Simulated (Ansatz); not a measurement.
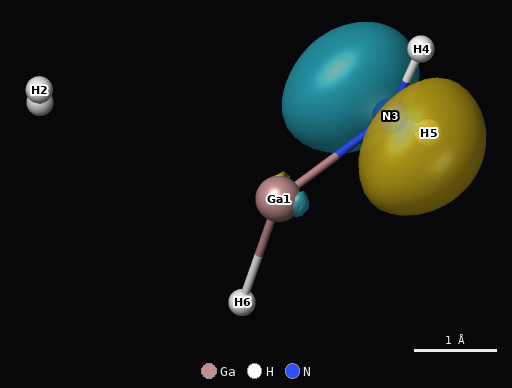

The picture shows: GaH$_{3}$N···H$_{2}$ (doublet). The HOMO−1 (α) at ±0.2 Å⁻³ᐟ² (yellow and cyan are the two phases), seen across its widest extent.

The calculation used UKS B3LYP-D4/def2-TZVP in Ansatz.

```xyz
7

Ga    0.0003   -0.6188   -0.6145
H    -0.1449   -0.3527    2.7315
N     1.6646   -0.0824   -1.1842
H     2.4711   -0.6836   -1.2297
H     1.8746    0.8536   -1.4983
H    -1.1492    0.4959   -0.6236
H    -0.1440    0.3881    2.8088
```

Question: Describe this orbital and give its energy.

Answer: By Hirshfeld shares it lies mainly on N3 (about 70 %) and Ga1 (about 15 %); largely a lone pair of N3. Its energy is −7.07 eV.
